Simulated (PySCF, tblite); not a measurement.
# C6H5F3O: a rotation path, then NMR shifts on frames, part 2 of 2

tblite 0.8.0 and PySCF 2.14.0. Atoms count from 0.

**5. NMR shieldings: image 4, PBE0/pcSseg-1**

Job settings and geometry (Å):

```
{"job": {"kind": "nmr", "xc": "PBE0", "basis": "pcSseg-1", "pop": false}, "charge": 0, "multiplicity": 1}
F      2.297000     1.728700     0.280900
C      2.542000     0.430000     0.148200
F      3.841300     0.213300     0.008200
C      1.586600    -0.492200     0.160300
F      1.948000    -1.789700     0.005500
C      0.156700    -0.234700     0.335600
C     -0.532900    -0.244900     1.477300
O     -1.851800    -0.023500     1.348700
C     -2.141000     0.163000    -0.042900
C     -0.812300     0.008200    -0.806700
H     -0.185900    -0.394700     2.484700
H     -2.579500     1.158400    -0.162300
H     -2.883600    -0.585900    -0.333400
H     -0.834400    -0.835200    -1.499200
H     -0.554700     0.907000    -1.369200
```

Level: GIAO PBE0/pcSseg-1 NMR shielding, non-relativistic, gas phase.

The program printed:

```text
coarse grid: 13960 points
cycle   1  E = -605.4181968429  dE =  1.824e+00  |g| = 8.518e-01  |ddm| = 3.700e+00
cycle   2  E = -605.2560886424  dE =  1.621e-01  |g| = 1.312e+00  |ddm| = 1.578e+00
cycle   3  E = -605.5404974695  dE = -2.844e-01  |g| = 1.165e-01  |ddm| = 1.048e+00
cycle   4  E = -605.5419325468  dE = -1.435e-03  |g| = 7.970e-02  |ddm| = 1.577e-01
cycle   5  E = -605.5432818046  dE = -1.349e-03  |g| = 1.822e-02  |ddm| = 7.883e-02
cycle   6  E = -605.5433399558  dE = -5.815e-05  |g| = 8.501e-03  |ddm| = 2.259e-02
cycle   7  E = -605.5433543378  dE = -1.438e-05  |g| = 1.329e-03  |ddm| = 8.217e-03
cycle   8  E = -605.5433546757  dE = -3.379e-07  |g| = 3.405e-04  |ddm| = 1.421e-03
final grid: 140128 points
cycle   9  E = -605.6341084504  dE = -4.467e-05  |g| = 1.182e-02  |ddm| = 3.548e-02
cycle  10  E = -605.6340651009  dE =  4.335e-05  |g| = 1.952e-02  |ddm| = 2.236e-02
cycle  11  E = -605.6341337273  dE = -6.863e-05  |g| = 2.355e-03  |ddm| = 1.526e-02
cycle  12  E = -605.6341350164  dE = -1.289e-06  |g| = 4.586e-04  |ddm| = 2.398e-03
cycle  13  E = -605.6341350569  dE = -4.058e-08  |g| = 1.802e-04  |ddm| = 5.356e-04
cycle  14  E = -605.6341350638  dE = -6.840e-09  |g| = 4.940e-05  |ddm| = 1.869e-04
cycle  15  E = -605.6341350643  dE = -4.904e-10  |g| = 1.345e-05  |ddm| = 5.518e-05
converged SCF energy = -605.6341350643

GIAO shielding tensors (ppm)
atom      isotropic    diamagn.    paramagn.     s11        s22        s33       span
  0 F      291.096     475.882    -184.786    256.014    300.114    317.159     61.146
  1 C       19.238     250.750    -231.512    -46.329     46.771     57.272    103.601
  2 F      271.760     468.996    -197.235    240.402    284.460    290.419     50.017
  3 C       56.165     245.861    -189.697     13.076     70.668     84.749     71.673
  4 F      339.844     471.566    -131.722    292.838    353.033    373.662     80.824
  5 C       81.234     262.017    -180.783    -10.772    123.200    131.275    142.048
  6 C       25.450     250.225    -224.775    -69.884     53.471     92.763    162.647
  7 O      187.999     396.282    -208.284    101.766    193.364    268.867    167.101
  8 C      113.816     246.050    -132.234     70.707    101.817    168.925     98.218
  9 C      150.557     246.800     -96.244    120.934    157.958    172.777     51.843
 10 H       25.061      30.350      -5.289     23.300     23.854     28.031      4.731
 11 H       26.940      28.602      -1.662     22.592     26.310     31.919      9.327
 12 H       26.948      28.191      -1.243     22.579     26.317     31.948      9.369
 13 H       28.475      29.975      -1.500     24.237     27.315     33.874      9.636
 14 H       28.736      30.526      -1.791     24.699     27.566     33.942      9.244
```

Wall time 84 s (1 thread, shared host).

In short: δ C1 167.7, C6 161.5, C3 130.8, C5 105.7, H10 6.66, H11 4.78 ppm.

**6. NMR shieldings: image 6, PBE0/pcSseg-1**

Job settings and geometry (Å):

```
{"job": {"kind": "nmr", "xc": "PBE0", "basis": "pcSseg-1", "pop": false}, "charge": 0, "multiplicity": 1}
F      2.415600     1.386900     1.225300
C      2.585100     0.326600     0.439200
F      3.875200     0.099300     0.232900
C      1.570800    -0.382400    -0.057000
F      1.858800    -1.397700    -0.903900
C      0.166400    -0.156200     0.214700
C     -0.421500     0.071200     1.395600
O     -1.754000     0.218600     1.346100
C     -2.169900     0.098800    -0.021300
C     -0.906100    -0.178800    -0.856000
H      0.017500     0.138800     2.375200
H     -2.661000     1.034900    -0.304100
H     -2.899700    -0.713400    -0.080500
H     -0.951000    -1.139800    -1.370900
H     -0.730700     0.601200    -1.599600
```

With the program's defaults for keys left out, this is: GIAO PBE0/pcSseg-1 NMR shielding, non-relativistic, gas phase.

The program printed:

```text
coarse grid: 13960 points
cycle   1  E = -605.4206554844  dE =  1.832e+00  |g| = 8.531e-01  |ddm| = 3.730e+00
cycle   2  E = -605.2245785296  dE =  1.961e-01  |g| = 1.366e+00  |ddm| = 1.663e+00
cycle   3  E = -605.5429155533  dE = -3.183e-01  |g| = 1.394e-01  |ddm| = 1.152e+00
cycle   4  E = -605.5452918553  dE = -2.376e-03  |g| = 9.449e-02  |ddm| = 1.980e-01
cycle   5  E = -605.5471966182  dE = -1.905e-03  |g| = 1.868e-02  |ddm| = 9.184e-02
cycle   6  E = -605.5472565420  dE = -5.992e-05  |g| = 9.244e-03  |ddm| = 2.431e-02
cycle   7  E = -605.5472742173  dE = -1.768e-05  |g| = 1.288e-03  |ddm| = 8.569e-03
cycle   8  E = -605.5472745428  dE = -3.254e-07  |g| = 4.158e-04  |ddm| = 1.452e-03
final grid: 140128 points
cycle   9  E = -605.6374522686  dE = -4.552e-05  |g| = 1.231e-02  |ddm| = 3.363e-02
cycle  10  E = -605.6374071207  dE =  4.515e-05  |g| = 2.012e-02  |ddm| = 2.387e-02
cycle  11  E = -605.6374798638  dE = -7.274e-05  |g| = 2.394e-03  |ddm| = 1.609e-02
cycle  12  E = -605.6374812124  dE = -1.349e-06  |g| = 4.264e-04  |ddm| = 2.537e-03
cycle  13  E = -605.6374812471  dE = -3.470e-08  |g| = 1.713e-04  |ddm| = 5.168e-04
cycle  14  E = -605.6374812532  dE = -6.080e-09  |g| = 4.746e-05  |ddm| = 1.804e-04
cycle  15  E = -605.6374812536  dE = -4.484e-10  |g| = 1.327e-05  |ddm| = 5.381e-05
converged SCF energy = -605.6374812536

GIAO shielding tensors (ppm)
atom      isotropic    diamagn.    paramagn.     s11        s22        s33       span
  0 F      293.943     476.160    -182.217    241.893    303.641    336.296     94.403
  1 C       19.441     251.391    -231.951    -39.313     40.764     56.870     96.183
  2 F      276.009     468.820    -192.811    256.620    278.447    292.961     36.341
  3 C       53.419     245.048    -191.629     16.657     57.959     85.640     68.983
  4 F      360.082     472.460    -112.378    311.821    362.552    405.873     94.052
  5 C       80.695     263.062    -182.367     -6.118    119.933    128.271    134.389
  6 C       29.252     250.061    -220.810    -61.389     54.954     94.190    155.579
  7 O      190.833     396.398    -205.566    111.127    195.258    266.113    154.986
  8 C      113.689     245.688    -131.999     70.190    101.656    169.222     99.032
  9 C      152.972     246.570     -93.597    126.994    159.388    172.536     45.542
 10 H       25.128      30.973      -5.845     22.729     24.546     28.109      5.380
 11 H       26.937      28.431      -1.494     22.431     26.328     32.053      9.623
 12 H       26.948      28.066      -1.117     22.563     26.377     31.905      9.343
 13 H       28.424      29.727      -1.303     23.632     27.747     33.893     10.260
 14 H       28.792      30.029      -1.237     24.705     27.197     34.475      9.770
```

Wall time 76 s (1 thread, shared host).

In short: δ C1 167.5, C6 157.7, C3 133.5, C5 106.2, H10 6.59, H11 4.78 ppm.

**7. Nuclear shieldings: image 8, PBE0/pcSseg-1**

Job settings and geometry (Å):

```
{"job": {"kind": "nmr", "xc": "PBE0", "basis": "pcSseg-1", "pop": false}, "charge": 0, "multiplicity": 1}
F      2.510300     0.541000     1.853500
C      2.613400     0.097000     0.601800
F      3.884800    -0.057000     0.256300
C      1.557000    -0.151800    -0.180600
F      1.807300    -0.598500    -1.430300
C      0.169400     0.001000     0.153300
C     -0.396800     0.412000     1.299800
O     -1.737000     0.442000     1.284000
C     -2.185500     0.008300    -0.006700
C     -0.931000    -0.311900    -0.836800
H      0.062400     0.717800     2.221700
H     -2.782400     0.815100    -0.439800
H     -2.829000    -0.863100     0.140200
H     -0.896200    -1.355700    -1.152300
H     -0.851100     0.311800    -1.728500
```

Method: GIAO PBE0/pcSseg-1 NMR shielding, non-relativistic, gas phase.

The program printed:

```text
coarse grid: 13960 points
cycle   1  E = -605.4191910075  dE =  1.855e+00  |g| = 8.558e-01  |ddm| = 3.799e+00
cycle   2  E = -605.1601694478  dE =  2.590e-01  |g| = 1.456e+00  |ddm| = 1.813e+00
cycle   3  E = -605.5412722607  dE = -3.811e-01  |g| = 1.798e-01  |ddm| = 1.320e+00
cycle   4  E = -605.5463507480  dE = -5.078e-03  |g| = 1.081e-01  |ddm| = 2.676e-01
cycle   5  E = -605.5488019476  dE = -2.451e-03  |g| = 1.933e-02  |ddm| = 1.031e-01
cycle   6  E = -605.5488655871  dE = -6.364e-05  |g| = 1.004e-02  |ddm| = 2.613e-02
cycle   7  E = -605.5488869930  dE = -2.141e-05  |g| = 1.754e-03  |ddm| = 9.501e-03
cycle   8  E = -605.5488876605  dE = -6.675e-07  |g| = 5.034e-04  |ddm| = 1.939e-03
final grid: 140128 points
cycle   9  E = -605.6379583958  dE = -4.021e-05  |g| = 1.227e-02  |ddm| = 3.447e-02
cycle  10  E = -605.6379114863  dE =  4.691e-05  |g| = 2.028e-02  |ddm| = 2.442e-02
cycle  11  E = -605.6379858032  dE = -7.432e-05  |g| = 2.306e-03  |ddm| = 1.674e-02
cycle  12  E = -605.6379870603  dE = -1.257e-06  |g| = 4.388e-04  |ddm| = 2.537e-03
cycle  13  E = -605.6379871000  dE = -3.965e-08  |g| = 1.493e-04  |ddm| = 5.546e-04
cycle  14  E = -605.6379871047  dE = -4.720e-09  |g| = 4.138e-05  |ddm| = 1.601e-04
cycle  15  E = -605.6379871050  dE = -3.372e-10  |g| = 9.734e-06  |ddm| = 4.124e-05
converged SCF energy = -605.6379871050

GIAO shielding tensors (ppm)
atom      isotropic    diamagn.    paramagn.     s11        s22        s33       span
  0 F      291.701     476.689    -184.988    258.916    292.461    323.726     64.811
  1 C       18.631     251.981    -233.350    -32.362     31.856     56.400     88.762
  2 F      277.785     468.440    -190.655    273.023    275.997    284.335     11.312
  3 C       50.662     243.797    -193.135     17.066     48.523     86.397     69.331
  4 F      368.318     472.814    -104.496    319.479    390.001    395.474     75.996
  5 C       80.349     264.077    -183.727     -3.312    118.829    125.531    128.843
  6 C       34.500     249.641    -215.141    -49.537     55.725     97.314    146.851
  7 O      191.267     396.616    -205.350    122.430    190.586    260.784    138.354
  8 C      114.409     245.450    -131.041     71.818    101.985    169.423     97.606
  9 C      154.221     246.493     -92.273    128.717    162.391    171.554     42.837
 10 H       25.151      31.391      -6.239     21.872     25.276     28.306      6.434
 11 H       27.010      28.237      -1.226     22.469     26.490     32.073      9.603
 12 H       27.010      28.155      -1.145     22.473     26.485     32.071      9.598
 13 H       28.590      29.846      -1.256     23.833     27.706     34.232     10.399
 14 H       28.592      29.929      -1.337     23.847     27.693     34.238     10.391
```

Run time: 78 s. Hardware: 1 thread, shared host.

This run: δ C1 168.3, C6 152.4, C3 136.3, C5 106.6, H10 6.57, H12 4.71 ppm.

**8. Side by side: NMR shifts**

Shifts (ppm) of some atoms, chosen among heavy atoms and hydrogens apart, with basis size and wall time:

| frame | C6 | H13 | H14 | F2 | F0 | F4 | O7 | functions | time |
| --- | --- | --- | --- | --- | --- | --- | --- | --- | --- |
| image 0 | 153.4 | 3.01 | 3.00 | -109.9 | -128.5 | -196.5 | 141.2 | 195 | 83 s |
| image 2 | 158.6 | 2.93 | 3.18 | -104.8 | -123.4 | -176.6 | 146.7 | 195 | 83 s |
| image 4 | 161.5 | 3.24 | 2.98 | -100.8 | -120.1 | -168.9 | 148.1 | 195 | 84 s |
| image 6 | 157.7 | 3.29 | 2.92 | -105.1 | -123.0 | -189.1 | 145.2 | 195 | 76 s |
| image 8 | 152.4 | 3.13 | 3.12 | -106.8 | -120.8 | -197.4 | 144.8 | 195 | 78 s |

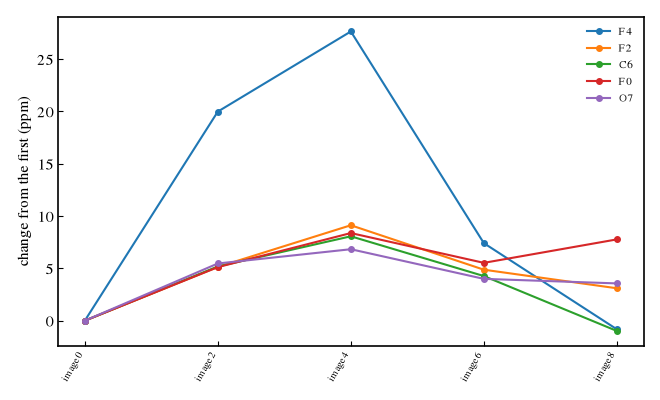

How five of the tabulated atoms move from run to run.

**9. Results**

The summary covers parts 1 to 2.

| quantity | value |
| --- | --- |
| barrier | 0.289 eV (6.7 kcal/mol) at image 4 |
| end to end (GFN2-xTB) | 0.053 eV |
| ¹³C shifts against TMS (PBE0/pcSseg-1, image 0) | 166.6, 153.4, 136.9, 106.8, 73.8, 32.7 ppm |
| ¹H shifts against TMS (PBE0/pcSseg-1, image 0) | 6.71, 4.73, 4.72, 3.01, 3.00 ppm |
| ¹⁹F shifts against CFCl3 (PBE0/pcSseg-1, image 0) | -109.9, -128.5, -196.5 ppm |
| ¹⁷O shifts against H2O (PBE0/pcSseg-1, image 0) | 141.2 ppm |
| range of the shift of F4 | -197.4 to -168.9 ppm |

**Reading.** Along the band the dihedral turns by 180°, and the top (dihedral 271°) lies 6.7 kcal/mol above the start (GFN2-xTB, rough), so at room temperature this motion is fast. The top was not checked by a frequency run. Shifts at one fixed geometry are not the observed spectrum, which averages over the motion. In the first frame run (image 0): The widest tensor belongs to O7: span 162 ppm, with a paramagnetic part of -201 ppm. Across the 5 runs the shift of F4 moves most, between -197.4 (image 8) and -168.9 ppm (image 4).
